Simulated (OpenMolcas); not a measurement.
# GeNH4O (SMILES [NH][GeH2][OH]) at 6 levels

Wanted: a comparison of 6 runs (UHF/def2-SVPD, U-r2SCAN/def2-SVPD, U-revPBE/def2-SVPD, UBHLYP/def2-SVPD, UBLYP/def2-SVPD, UPBE/def2-SVPD) of GeNH4O. 

The calculation is run with OpenMolcas 26.06.

## (1) The system as given

GeNH4O has 7 atoms, charge 0, and is taken as a doublet. As SMILES, `[NH][GeH2][OH]`. The coordinates come from a PBE0-D4/def2-TZVP relaxation. This is one conformer, not always the lowest.

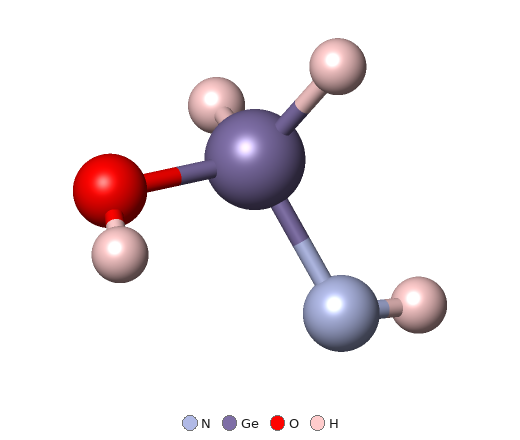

The structure, seen from a chosen angle (nitrogen light blue, germanium purple, oxygen red, hydrogen pink).

## (2) Energy and gradient at UHF/def2-SVPD (run 1)

Input file mol.inp:

```
&GATEWAY
 BasLib=$CurrDir
 Coord
 7
 angstrom
 N       -1.180000      -0.629600      -0.704300
 Ge       0.091800       0.357900       0.227300
 O        1.488100      -0.708500       0.454200
 H       -2.073700      -0.127300      -0.724700
 H        0.468500       1.575300      -0.644200
 H       -0.348300       0.758200       1.642900
 H        1.614800      -1.294000      -0.296700
 Basis=def2-SVPD
 Group=NoSym

&SEWARD

&SCF
 UHF
 Spin=2
 Thresholds=1e-10 1e-07 1e-07 1e-05
 PrOrbitals=0

&ALASKA
```

The basis set def2-SVPD is read from a file made from the Basis Set Exchange's data (not shown).

Command:

```sh
$ export MOLCAS_MEM=1860
$ pymolcas mol.inp > mol.log
```

The log of the run:

```text
--- Start Module: gateway ---
[...]
--- Stop Module: gateway /rc=_RC_ALL_IS_WELL_ ---
[...]
      Basis functions          113
[...]
--- Start Module: scf ---
[...]
       Convergence after  20 Iterations
[...]
::    Total SCF energy                              -2206.6314924194
[...]
      Total spin, S                                     0.5053949167
[...]
      Total electronic charge=   51.000000
      Total            charge=   -0.000000
[...]
      Dipole Moment (debye):
      Origin of the operator (angstrom)=    0.1271    0.0669    0.1314
                   X= -1.4119E+00               Y=  1.4961E+00               Z= -6.3701E-01           Total=  2.1535E+00
      Quadrupole Moment (debye*angstrom):
[...]
--- Stop Module: scf /rc=_RC_ALL_IS_WELL_ ---
[...]
--- Start Module: alaska ---
[...]
 *              Molecular gradients               *
 **************************************************
  Irreducible representation: a
 ------------------------------------------------------------------------------------------
                              X                       Y                       Z
 ------------------------------------------------------------------------------------------
  N1                1.02508427980261E-02   -8.77396366200678E-03   -1.78633267315398E-03
  GE2              -5.71002235155316E-03   -3.13049696729095E-03   -4.32952615920623E-03
  O3                2.70896334721371E-03    8.60349619365230E-03    1.90194178795977E-02
  H4               -7.54928160749824E-03    7.92706432044887E-03    1.63359298520760E-03
  H5                8.52785149675572E-04    3.13894018347050E-03   -2.19038856281539E-03
  H6                6.42566115778287E-04    7.33463088993691E-04    3.37065830101668E-03
  H7               -1.19585345173556E-03   -8.49850315725487E-03   -1.57174217705789E-02
 ------------------------------------------------------------------------------------------
--- Stop Module: alaska /rc=_RC_ALL_IS_WELL_ ---
[...]
```

Run time: 25 s. Hardware: 1 thread of Intel Xeon 6975P-C (Granite Rapids), shared host; peak memory 0.68 GiB.

## (3) A single-point energy at U-r2SCAN/def2-SVPD (run 2)

Input file geom.xyz:

```xyz
7

N     -1.180000    -0.629600    -0.704300
Ge     0.091800     0.357900     0.227300
O      1.488100    -0.708500     0.454200
H     -2.073700    -0.127300    -0.724700
H      0.468500     1.575300    -0.644200
H     -0.348300     0.758200     1.642900
H      1.614800    -1.294000    -0.296700
```

Input file calc.inp:

```
&GATEWAY
  BasLib=$CurrDir
  Coord=geom.xyz
  Basis=def2-SVPD
  Group=NoSym

&SEWARD
  GridInput
  Grid=UltraFine
  End of Grid

&SCF
  UHF
  Spin=2
  KSDFT=2
  1.0 MGGA_X_R2SCAN
  1.0 MGGA_C_R2SCAN
  Thresholds=1e-10 1e-07 1e-07 1e-05
  PrOrbitals=1 1
```

The basis set def2-SVPD is read from a file made from the Basis Set Exchange's data (not shown).

Command:

```sh
$ export MOLCAS_MEM=1860
$ pymolcas calc.inp > calc.log
```

The log of the run:

```text
--- Start Module: gateway ---
[...]
--- Stop Module: gateway /rc=_RC_ALL_IS_WELL_ ---
--- Start Module: seward ---
[...]
      Basis functions          113
--- Stop Module: seward /rc=_RC_ALL_IS_WELL_ ---
[...]
--- Start Module: scf ---
[...]
       Convergence after  19 Iterations
[...]
::    Total KS-DFT energy                           -2208.9141404145
[...]
      Total spin, S                                     0.5030649844
[...]
      Total electronic charge=   51.000000
      Total            charge=   -0.000000
[...]
      Dipole Moment (debye):
      Origin of the operator (angstrom)=    0.1271    0.0669    0.1314
                   X= -1.2090E+00               Y=  1.3361E+00               Z= -5.6632E-01           Total=  1.8888E+00
      Quadrupole Moment (debye*angstrom):
[...]
--- Stop Module: scf /rc=_RC_ALL_IS_WELL_ ---
[...]
```

Wall time 81 s (1 thread of Intel Xeon 6975P-C (Granite Rapids), shared host); peak memory 0.68 GiB.

Runs 3 to 5 aren't shown in full; the table further down has their settings and results.

## (4) Energy and gradient at UPBE/def2-SVPD (run 6)

Input file input.xyz:

```xyz
7

N     -1.180000    -0.629600    -0.704300
Ge     0.091800     0.357900     0.227300
O      1.488100    -0.708500     0.454200
H     -2.073700    -0.127300    -0.724700
H      0.468500     1.575300    -0.644200
H     -0.348300     0.758200     1.642900
H      1.614800    -1.294000    -0.296700
```

Input file run.inp:

```
&GATEWAY
BASLIB = $CurrDir
COORD = input.xyz
BASIS = def2-SVPD
GROUP = NoSym
&SEWARD
GRIDINPUT
Grid=UltraFine
End of Grid
&SCF
UHF
SPIN = 2
KSDFT = PBE
THRESHOLDS = 1e-10 1e-07 1e-07 1e-05
PRORBITALS = 1 2
&ALASKA
```

The basis set def2-SVPD is read from a file made from the Basis Set Exchange's data (not shown).

Command:

```sh
$ export MOLCAS_MEM=1860
$ pymolcas run.inp > run.log
```

The log of the run:

```text
--- Start Module: gateway ---
[...]
--- Stop Module: gateway /rc=_RC_ALL_IS_WELL_ ---
[...]
      Basis functions          113
[...]
--- Start Module: scf ---
[...]
       Convergence after  18 Iterations
[...]
::    Total KS-DFT energy                           -2208.5212985111
[...]
      Total spin, S                                     0.5016677039
[...]
      Total electronic charge=   51.000000
      Total            charge=   -0.000000
[...]
      Dipole Moment (debye):
      Origin of the operator (angstrom)=    0.1271    0.0669    0.1314
                   X= -1.1334E+00               Y=  1.3345E+00               Z= -5.2859E-01           Total=  1.8289E+00
      Quadrupole Moment (debye*angstrom):
[...]
--- Stop Module: scf /rc=_RC_ALL_IS_WELL_ ---
[...]
--- Start Module: alaska ---
[...]
 *              Molecular gradients               *
 **************************************************
  Irreducible representation: a
 ------------------------------------------------------------------------------------------
                              X                       Y                       Z
 ------------------------------------------------------------------------------------------
  N1               -5.69738491750194E-03    7.06295439991322E-03    2.17742440500501E-03
  GE2               9.24094720509583E-03   -6.92541874321861E-03    6.50070289234250E-04
  O3               -1.03424982759712E-02    1.25063057225816E-03   -1.14016219612747E-02
  H4                9.82708029254376E-03   -4.78782241825615E-03    7.63551587987132E-04
  H5               -1.12429762111366E-03   -3.72570734132527E-03    2.50287317707887E-03
  H6                6.73869991781206E-04   -1.25636462914791E-03   -4.18032775008026E-03
  H7               -2.57771667471829E-03    8.38172815988170E-03    9.48803025204814E-03
 ------------------------------------------------------------------------------------------
--- Stop Module: alaska /rc=_RC_ALL_IS_WELL_ ---
[...]
```

Wall time 68 s (1 thread of Intel Xeon 6975P-C (Granite Rapids), shared host); peak memory 0.68 GiB.

## (5) Overview of the runs

```csv
run,level,task,integration grid,energy (Eh),dipole moment (D),HOMO energy (eV),LUMO energy (eV),wall time
1,UHF/def2-SVPD,gradient,–,-2206.631492,2.15,-11.54,1.68,25 s
2,U-r2SCAN/def2-SVPD,energy,UltraFine,-2208.914140,1.89,-7.03,-4.14,81 s
3,U-revPBE/def2-SVPD,gradient,UltraFine,-2208.786031,1.80,-6.68,-4.72,65 s
4,UBHLYP/def2-SVPD,gradient,UltraFine,-2208.897297,2.06,-9.51,-1.95,68 s
5,UBLYP/def2-SVPD,gradient,UltraFine,-2209.008227,1.85,-6.62,-4.86,69 s
6,UPBE/def2-SVPD,gradient,UltraFine,-2208.521299,1.83,-6.72,-4.87,68 s
```

## (6) What came out

```
                                 quantity           value
                      run 6: total energy  -2208.52130 Eh
                     run 6: dipole moment          1.83 D
run 6: HOMO energy (highest over α and β)        -6.72 eV
 run 6: LUMO energy (lowest over α and β)        -4.87 eV
                              run 6: ⟨S²⟩           0.753
          run 6: largest force on an atom      0.794 eV/Å
```

In words: The dipole moment (its size) runs from 1.80 D (U-revPBE/def2-SVPD) to 2.15 D (UHF/def2-SVPD). Totals of different functionals can't be ranked against each other. All runs together took 6.3 min, the longest 81 s.
